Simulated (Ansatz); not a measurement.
# HfClF₃ + HF: a complex and its separated parts, part 2 of 2

Ansatz 0.2.0, Gaussian basis. Earlier steps stand in the parts before.

### Step 14. wB97X-V/def2-TZVPP

The inputs:

parta/in.yaml

```yaml
crystal:
  periodic: [false, false, false]
  atoms:
    - {symbol: Hf, position_ang: [-0.783439, -0.106538, -0.094040]}
    - {symbol: F, position_ang: [-0.152196, -1.750698, -0.782686]}
    - {symbol: F, position_ang: [-2.592459, 0.112609, -0.599412]}
    - {symbol: F, position_ang: [-0.678637, -0.155625, 1.793438]}
    - {symbol: Cl, position_ang: [0.502936, 1.660963, -0.925553]}
basis:
  gaussian: {orbitals: def2-TZVPP}
hamiltonian: {xc: {name: wB97X-V}}
```

partb/in.yaml

```yaml
crystal:
  periodic: [false, false, false]
  atoms:
    - {symbol: F, position_ang: [1.715563, -0.265902, 0.514820]}
    - {symbol: H, position_ang: [1.988230, 0.505192, 0.093434]}
basis:
  gaussian: {orbitals: def2-TZVPP}
hamiltonian: {xc: {name: wB97X-V}}
```

Each run has its own folder and the same command.

Started as:

```console
$ ansatz run in.yaml --threads 8 --pin off --events-out ev --progress --plain --max-ram 19148MiB
```

Log of parta, shortened:

```text
Functional definition: wB97X-V
  name "wB97X-V"
  cite "Mardirossian & Head-Gordon, Phys. Chem. Chem. Phys. 16, 9904 (2014) doi:10.1039/C3CP54374A"
  cite "Becke, J. Chem. Phys. 107, 8554 (1997) doi:10.1063/1.475007"
  cite "Vydrov & Van Voorhis, J. Chem. Phys. 133, 244103 (2010) doi:10.1063/1.3521275"
[...]
      + integral(e_c_pw_opposite_spin*poly(b97_u_opposite, cos0, cos1)) + vv10(b, c)
1136 factors; their error is unknown
213 factors; integrals over basis functions are off by at most 2.9e-5 eV
[...]
mean field -21988.43759442 eV, -808.0601772968 hartree, gradient 6.6e-5 eV, S^2 0.000000; 0 other end points of the search recorded, 0 dependent functions left out
reference -21988.43759220 eV, -808.0601772150 hartree; 28, 28 occupied and 163, 163 virtual orbitals, 1136 factors
Total energy: -21988.43759220 eV, -808.0601772150 hartree
```

Output in partb, shortened:

```text
[... 5 set-up lines as earlier in the session ...]
[...]
      + integral(e_c_pw_opposite_spin*poly(b97_u_opposite, cos0, cos1)) + vv10(b, c)
215 factors; their error is unknown
48 factors; integrals over basis functions are off by at most 2.2e-5 eV
[...]
mean field -2733.49560705 eV, -100.4541107291 hartree, gradient 1.0e-5 eV, S^2 0.000000; 0 other end points of the search recorded, 0 dependent functions left out
reference -2733.49560645 eV, -100.4541107073 hartree; 5, 5 occupied and 40, 40 virtual orbitals, 215 factors
Total energy: -2733.49560645 eV, -100.4541107073 hartree
```

Wall times: 3.2 s (parta), 0.2 s (partb) on 8 threads of Arm Neoverse V1, shared host.

### Step 15. wB97M-V/def2-TZVPP

Each input of step 14 (parta, partb) changes in the same lines:

```diff
-hamiltonian: {xc: {name: wB97X-V}}
+hamiltonian: {xc: {name: wB97M-V}}
```

The same command starts each run, in its folder.

Started as:

```console
$ ansatz run in.yaml --threads 8 --pin off --events-out ev --progress --plain --max-ram 19148MiB
```

Log of parta, shortened:

```text
Functional definition: wB97M-V
  name "wB97M-V"
  cite "Mardirossian & Head-Gordon, J. Chem. Phys. 144, 214110 (2016) doi:10.1063/1.4952647"
[... 2 set-up lines as earlier in the session ...]
  # Of w^i u^j: cxij and so on, Table III.
[...]
  gx(w, u) = 1 - cx + cx01*u + cx10*w
[...]
      + integral(e_c_pw_mod_opposite_spin*gos(b97_w_opposite, b97_u_opposite)) + vv10(b, c)
1136 factors; their error is unknown
213 factors; integrals over basis functions are off by at most 2.9e-5 eV
[...]
mean field -21989.16020556 eV, -808.0867327662 hartree, gradient 1.8e-5 eV, S^2 0.000000; 0 other end points of the search recorded, 0 dependent functions left out
reference -21989.16026027 eV, -808.0867347768 hartree; 28, 28 occupied and 163, 163 virtual orbitals, 1136 factors
Total energy: -21989.16026027 eV, -808.0867347768 hartree
```

partb printed, shortened:

```text
[... 5 set-up lines as earlier in the session ...]
  # Of w^i u^j: cxij and so on, Table III.
[...]
  gx(w, u) = 1 - cx + cx01*u + cx10*w
[...]
      + integral(e_c_pw_mod_opposite_spin*gos(b97_w_opposite, b97_u_opposite)) + vv10(b, c)
215 factors; their error is unknown
48 factors; integrals over basis functions are off by at most 2.2e-5 eV
[...]
mean field -2733.67553276 eV, -100.4607228772 hartree, gradient 1.2e-5 eV, S^2 0.000000; 0 other end points of the search recorded, 0 dependent functions left out
reference -2733.67554743 eV, -100.4607234162 hartree; 5, 5 occupied and 40, 40 virtual orbitals, 215 factors
Total energy: -2733.67554743 eV, -100.4607234162 hartree
```

They took 3.9 s (parta), 0.25 s (partb) on 8 threads of Arm Neoverse V1, shared host.

### Step 16. B2PLYP/def2-TZVPP

Each input of step 15 (parta, partb) changes in the same lines:

```diff
-hamiltonian: {xc: {name: wB97M-V}}
+hamiltonian: {xc: {name: B2PLYP}}
```

The same command starts each run, in its folder.

Started as:

```console
$ ansatz run in.yaml --threads 8 --pin off --events-out ev --progress --plain --max-ram 19148MiB
```

Log of parta, shortened:

```text
Functional definition: B2PLYP
  name "B2PLYP"
  cite "Grimme, J. Chem. Phys. 124, 034108 (2006) doi:10.1063/1.2148954"
[... 2 set-up lines as earlier in the session ...]
[...]
1238 factors; integrals over basis functions are off by at most 9.4e-4 eV
[...]
mean field -21972.24707127 eV, -807.4651865451 hartree, gradient 4.9e-6 eV, S^2 0.000000; 0 other end points of the search recorded, 0 dependent functions left out
8 core orbitals not correlated: weight in the atoms' cores, before any rotation towards them, 1.000 or more for the frozen orbitals, at most 0.000 for the correlated occupied ones
reference -21972.24723335 eV, -807.4651925016 hartree; 20, 20 occupied and 163, 163 virtual orbitals, 1238 factors
second order -40.98744619 eV of doubles, -0.00000000 eV of singles
Total energy: -21983.31384382 eV, -807.8718829352 hartree
```

Output in partb, shortened:

```text
[... 5 set-up lines as earlier in the session ...]
[...]
287 factors; integrals over basis functions are off by at most 1.0e-3 eV
[...]
mean field -2730.72523187 eV, -100.3523013193 hartree, gradient 1.4e-6 eV, S^2 0.000000; 0 other end points of the search recorded, 0 dependent functions left out
1 core orbitals not correlated: weight in the atoms' cores, before any rotation towards them, 1.000 or more for the frozen orbitals, at most 0.000 for the correlated occupied ones
reference -2730.72528858 eV, -100.3523034031 hartree; 4, 4 occupied and 40, 40 virtual orbitals, 287 factors
second order -8.59405693 eV of doubles, -0.00000000 eV of singles
Total energy: -2733.04568395 eV, -100.4375763601 hartree
```

Times: 2.3 s (parta), 0.15 s (partb) on 8 threads of Arm Neoverse V1, shared host.

### Step 17. PBE-QIDH/def2-TZVPP

The same edit goes into each in.yaml of step 16 (parta, partb):

```diff
-hamiltonian: {xc: {name: B2PLYP}}
+hamiltonian: {xc: {name: PBE-QIDH}}
```

Each run has its own folder and the same command.

Started as:

```console
$ ansatz run in.yaml --threads 8 --pin off --events-out ev --progress --plain --max-ram 19148MiB
```

parta printed, shortened:

```text
Functional definition: PBE-QIDH
  name "PBE-QIDH"
  cite "Brémond, Sancho-García, Pérez-Jiménez & Adamo, J. Chem. Phys. 141, 031101 (2014) doi:10.1063/1.4890314"
[... 1 set-up line as earlier in the session ...]
[...]
1238 factors; integrals over basis functions are off by at most 9.4e-4 eV
[...]
mean field -21963.38529154 eV, -807.1395221470 hartree, gradient 1.3e-6 eV, S^2 0.000000; 0 other end points of the search recorded, 0 dependent functions left out
8 core orbitals not correlated: weight in the atoms' cores, before any rotation towards them, 1.000 or more for the frozen orbitals, at most 0.000 for the correlated occupied ones
reference -21963.38530585 eV, -807.1395226729 hartree; 20, 20 occupied and 163, 163 virtual orbitals, 1238 factors
second order -38.13238049 eV of doubles, -0.00000000 eV of singles
Total energy: -21976.09609935 eV, -807.6066357182 hartree
```

partb printed, shortened:

```text
[... 4 set-up lines as earlier in the session ...]
[...]
287 factors; integrals over basis functions are off by at most 1.0e-3 eV
[...]
mean field -2728.92248756 eV, -100.2860516877 hartree, gradient 3.8e-6 eV, S^2 0.000000; 0 other end points of the search recorded, 0 dependent functions left out
1 core orbitals not correlated: weight in the atoms' cores, before any rotation towards them, 1.000 or more for the frozen orbitals, at most 0.000 for the correlated occupied ones
reference -2728.92249091 eV, -100.2860518110 hartree; 4, 4 occupied and 40, 40 virtual orbitals, 287 factors
second order -8.07155466 eV of doubles, -0.00000000 eV of singles
Total energy: -2731.61300913 eV, -100.3849265318 hartree
```

They took 2.4 s (parta), 0.15 s (partb) on 8 threads of Arm Neoverse V1, shared host.

### Step 18. RPA on PBE/def2-TZVPP

The same edit goes into each in.yaml of step 17 (parta, partb):

```diff
-hamiltonian: {xc: {name: PBE-QIDH}}
+hamiltonian: {xc: pbe}
+correlation: {method: rpa}
```

The same command starts each run, in its folder.

Started as:

```console
$ ansatz run in.yaml --threads 8 --pin off --events-out ev --progress --plain --max-ram 19148MiB
```

Log of parta, shortened:

```text
[... 4 set-up lines as earlier in the session ...]
[...]
1238 factors; integrals over basis functions are off by at most 9.4e-4 eV
[...]
mean field -21981.57762920 eV, -807.8080782245 hartree, gradient 1.7e-6 eV, S^2 0.000000; 0 other end points of the search recorded, 0 dependent functions left out
8 core orbitals not correlated: weight in the atoms' cores, before any rotation towards them, 1.000 or more for the frozen orbitals, at most 0.000 for the correlated occupied ones
reference -21924.71298705 eV, -805.7183411697 hartree; 20, 20 occupied and 163, 163 virtual orbitals, 1238 factors
Total energy: -21975.64225930 eV, -807.5899574038 hartree
```

Log of partb, shortened:

```text
[... 4 set-up lines as earlier in the session ...]
[...]
287 factors; integrals over basis functions are off by at most 1.0e-3 eV
[...]
mean field -2731.84358178 eV, -100.3933999202 hartree, gradient 9.3e-7 eV, S^2 0.000000; 0 other end points of the search recorded, 0 dependent functions left out
1 core orbitals not correlated: weight in the atoms' cores, before any rotation towards them, 1.000 or more for the frozen orbitals, at most 0.000 for the correlated occupied ones
reference -2722.68122464 eV, -100.0566895057 hartree; 4, 4 occupied and 40, 40 virtual orbitals, 287 factors
Total energy: -2733.63265951 eV, -100.4591473144 hartree
```

They took 2.5 s (parta), 0.15 s (partb) on 8 threads of Arm Neoverse V1, shared host.

### Step 19. CCSD(T)/def2-TZVPP

The same edit goes into each in.yaml of step 18 (parta, partb):

```diff
-hamiltonian: {xc: pbe}
-correlation: {method: rpa}
+correlation: {method: ccsd_t}
```

Each run has its own folder and the same command.

Started as:

```console
$ ansatz run in.yaml --threads 8 --pin off --events-out ev --progress --plain --max-ram 19148MiB
```

Output in parta, shortened:

```text
Functional definition: HF
  name "HF"
  cite "Fock, Z. Phys. 61, 126 (1930) doi:10.1007/BF01340294"
[... 1 set-up line as earlier in the session ...]
[...]
1238 factors; integrals over basis functions are off by at most 9.4e-4 eV
[...]
mean field -21927.07077774 eV, -805.8049883796 hartree, gradient 1.5e-6 eV, S^2 0.000000; 0 other end points of the search recorded, 0 dependent functions left out
8 core orbitals not correlated: weight in the atoms' cores, before any rotation towards them, 1.000 or more for the frozen orbitals, at most 0.000 for the correlated occupied ones
reference -21927.07077774 eV, -805.8049883796 hartree; 20, 20 occupied and 163, 163 virtual orbitals, 1238 factors
second order -34.10762491 eV of doubles, -0.00000000 eV of singles
cycle   1  -33.30479705 eV  change    8.0e-1 eV  update   1.6e-1
[...]
cycle   9  -34.22703331 eV  change   -1.8e-5 eV  update   2.6e-5
perturbative correction -1.21620797 eV, -0.0446948183 hartree
Total energy: -21962.51401901 eV, -807.1075034721 hartree
```

partb printed, shortened:

```text
[... 4 set-up lines as earlier in the session ...]
[...]
287 factors; integrals over basis functions are off by at most 1.0e-3 eV
[...]
mean field -2722.91269015 eV, -100.0651957063 hartree, gradient 4.5e-6 eV, S^2 0.000000; 0 other end points of the search recorded, 0 dependent functions left out
1 core orbitals not correlated: weight in the atoms' cores, before any rotation towards them, 1.000 or more for the frozen orbitals, at most 0.000 for the correlated occupied ones
reference -2722.91269015 eV, -100.0651957063 hartree; 4, 4 occupied and 40, 40 virtual orbitals, 287 factors
second order -7.36487333 eV of doubles, -0.00000000 eV of singles
cycle   1  -7.29622755 eV  change    6.9e-2 eV  update   3.9e-2
[...]
cycle   8  -7.43091133 eV  change    5.2e-7 eV  update   3.3e-6
perturbative correction -0.17033967 eV, -0.0062598675 hartree
Total energy: -2730.51394114 eV, -100.3445365282 hartree
```

Wall times: 19 s (parta), 0.2 s (partb) on 8 threads of Arm Neoverse V1, shared host; peak memory 1.7 GiB.

### Step 20. Vibrations of HfClF₃

The input, vib-parta/in.yaml:

```yaml
crystal:
  periodic: [false, false, false]
  atoms:
    - {symbol: Hf, position_ang: [-0.783439, -0.106538, -0.094040]}
    - {symbol: F, position_ang: [-0.152196, -1.750698, -0.782686]}
    - {symbol: F, position_ang: [-2.592459, 0.112609, -0.599412]}
    - {symbol: F, position_ang: [-0.678637, -0.155625, 1.793438]}
    - {symbol: Cl, position_ang: [0.502936, 1.660963, -0.925553]}
basis:
  gaussian: {orbitals: def2-TZVP}
hamiltonian: {xc: pbe0, dispersion: d4}
phonons: {temperatures: {t_min: 298.15, t_max: 900, t_step: 200}}
```

Started as:

```console
$ ansatz run in.yaml --threads 8 --pin off --events-out ev --progress --plain --max-ram 19148MiB
```

Log, shortened:

```text
[... 5 set-up lines as earlier in the session ...]
[...]
1129 factors; their error is unknown
[...]
mean field -21981.24007657 eV, -807.7956733942 hartree, gradient 1.2e-5 eV, S^2 0.000000; 0 other end points of the search recorded, 0 dependent functions left out
[...]
Atom 2 at    -2.592459     0.112609    -0.599412 Å, force     0.000370    -0.000348     0.000291 eV/Å
Atom 3 at    -0.678637    -0.155625     1.793438 Å, force     0.000059     0.000696     0.000020 eV/Å
Atom 4 at     0.502936     1.660963    -0.925553 Å, force    -0.000878    -0.002083     0.001111 eV/Å
Dipole moment:    -0.000532    -0.000772     0.000369 e Å
Vibrations: 125.95 126.01 163.80 168.62 168.64 390.37 657.27 657.29 675.02 cm⁻¹, zero-point energy 0.194221 eV
```

Wall time 20 s (8 threads of Arm Neoverse V1, shared host).

The modes, with what each moves most:

```
mode  wavenumber (cm⁻¹)      character
   1                126           bend
   2                126           bend
   3                164           bend
   4                169           bend
   5                169           bend
   6                390  Hf–Cl stretch
   7                657   Hf–F stretch
   8                657   Hf–F stretch
   9                675   Hf–F stretch
```

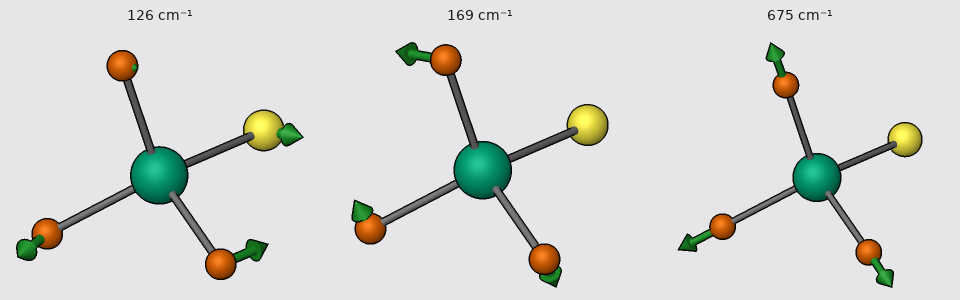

Displacements of 3 modes, as arrows.

Vibrational sums (real modes only):

```
T (K)  entropy (J/mol/K)  heat capacity (J/mol/K)
  298               64.8                     57.3
  498               96.9                     66.9
  698              120.1                     70.5
  898              138.1                     72.1
```

### Step 21. Vibrations of HF

The input, vib-partb/in.yaml:

```yaml
crystal:
  periodic: [false, false, false]
  atoms:
    - {symbol: F, position_ang: [1.715563, -0.265902, 0.514820]}
    - {symbol: H, position_ang: [1.988230, 0.505192, 0.093434]}
basis:
  gaussian: {orbitals: def2-TZVP}
hamiltonian: {xc: pbe0, dispersion: d4}
phonons: {temperatures: {t_min: 298.15, t_max: 900, t_step: 200}}
```

Started as:

```console
$ ansatz run in.yaml --threads 8 --pin off --events-out ev --progress --plain --max-ram 19148MiB
```

Log, shortened:

```text
[... 5 set-up lines as earlier in the session ...]
[...]
200 factors; their error is unknown
[...]
mean field -2731.80169997 eV, -100.3918607921 hartree, gradient 6.9e-6 eV, S^2 0.000000; 0 other end points of the search recorded, 0 dependent functions left out
[...]
reference -2731.80151845 eV, -100.3918541216 hartree; 5, 5 occupied and 32, 32 virtual orbitals, 200 factors
Total energy: -2731.80322170 eV, -100.3919167147 hartree
Atom 0 at     1.715563    -0.265902     0.514820 Å, force     0.000014     0.000041    -0.000022 eV/Å
Atom 1 at     1.988230     0.505192     0.093434 Å, force    -0.000014    -0.000041     0.000022 eV/Å
Dipole moment:     0.118788     0.335930    -0.183578 e Å
Vibrations: 4152.86 cm⁻¹, zero-point energy 0.257445 eV
```

Run time: 0.65 s. Hardware: 8 threads of Arm Neoverse V1, shared host.

The modes, with what each moves most:

```
mode  wavenumber (cm⁻¹)    character
   1               4153  F–H stretch
```

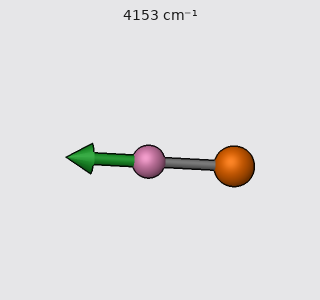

Displacements of 1 modes, as arrows.

Vibrational sums (real modes only):

```
T (K)  entropy (J/mol/K)  heat capacity (J/mol/K)
  298                0.0                      0.0
  498                0.0                      0.0
  698                0.0                      0.1
  898                0.1                      0.5
```

### Step 22. Complex less separated parts

The complex's own energies come from single points at the same levels.

Rows are in def2-TZVPP; times add the 3 runs of a level on a shared host, so small differences are noise.

Differences are taken before rounding.

```
      method                    rung  complex less parts (kJ/mol)  from CCSD(T) (kJ/mol)     time
       SPW92                     LDA                        -69.0                  -22.5    1.7 s
      PBE-D4                     GGA                        -42.8                   +3.7    2.5 s
     BLYP-D4                     GGA                        -38.5                   +8.0    2.4 s
   r2SCAN-D4                meta-GGA                        -49.6                   -3.1    5.7 s
      B97M-V                meta-GGA                        -49.3                   -2.8    8.9 s
     PBE0-D4                  hybrid                        -42.4                   +4.1    3.5 s
    B3LYP-D4                  hybrid                        -40.6                   +5.9    3.2 s
  r2SCAN0-D4                  hybrid                        -48.1                   -1.6      6 s
    BHLYP-D4                  hybrid                        -44.2                   +2.4    3.2 s
CAM-B3LYP-D4  range-separated hybrid                        -47.4                   -0.9    3.5 s
     wB97X-V  range-separated hybrid                        -46.5                    0.0    8.9 s
     wB97M-V  range-separated hybrid                        -49.0                   -2.5     11 s
      B2PLYP           double hybrid                        -39.8                   +6.7    5.9 s
    PBE-QIDH           double hybrid                        -43.5                   +3.0    6.2 s
  RPA on PBE                     RPA                        -44.4                   +2.1    6.7 s
Hartree-Fock            wavefunction                        -26.3                  +20.2         
         MP2            wavefunction                        -46.0                   +0.5         
        CCSD            wavefunction                        -43.7                   +2.8         
     CCSD(T)            wavefunction                        -46.5                      0  3.6 min
```

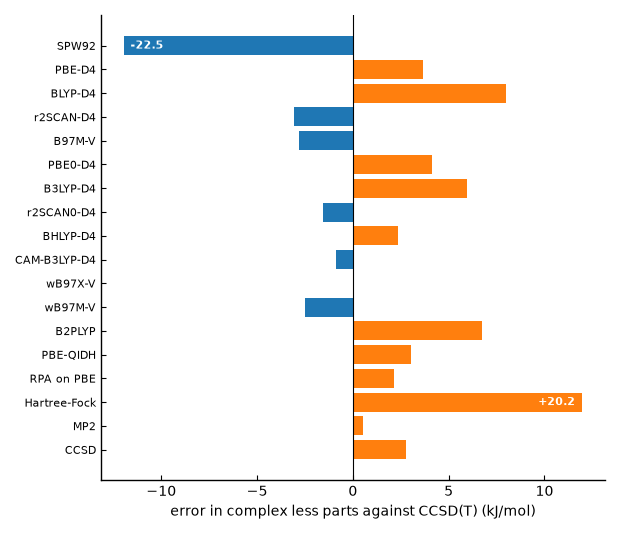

Deviations from CCSD(T), method by method. Bars with a number in them are cut short.

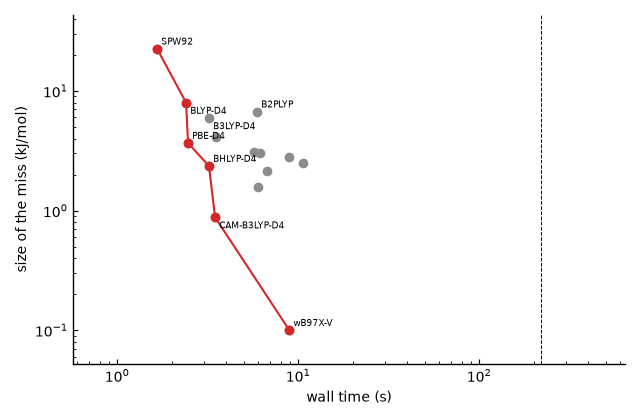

Accuracy for the time spent; red marks the levels that beat every quicker one drawn (of those quicker than the yardstick), and the dashed line is the time of CCSD(T). Only those levels and the largest misses are named. Misses under 0.1 kJ/mol are drawn at that value. Times are from a shared host.

For cost: wB97X-V gets within 0.0 kJ/mol in 8.9 s, where CCSD(T) took 3.6 min; the quickest level in the cost chart, SPW92, takes 1.7 s and misses by 22.5 kJ/mol.

The complex's zero-point energy, from a separate PBE0-D4 run, is 0.517 eV.

### Step 23. Outcome

What follows sums up all 2 parts.

```
                              quantity         value
complex less parts, CCSD(T)/def2-TZVPP  -46.5 kJ/mol
                with zero-point energy  -40.2 kJ/mol
                 largest T1 diagnostic         0.016
```

**Reading.** At CCSD(T) the complex lies 46.5 kJ/mol below its parts. The functionals run from wB97X-V, off by 0.0 kJ/mol, to SPW92, off by -22.5 kJ/mol, against CCSD(T). By rung, the mean size of the error is: LDA 22.5, GGA 5.8, meta-GGA 2.9, hybrid 3.5, range-separated hybrid 1.1, double hybrid 4.9 kJ/mol. The double hybrids carry no dispersion term here, unlike the levels marked D4 or V. PBE-D4 gives a relative energy 3.7 kJ/mol too high, inside chemical accuracy (1 kcal/mol, 4.2 kJ/mol). No counterpoise was applied, and triple zeta lacks some correlation, so the CCSD(T) reference has a basis error of its own, and close matches with it are partly luck.
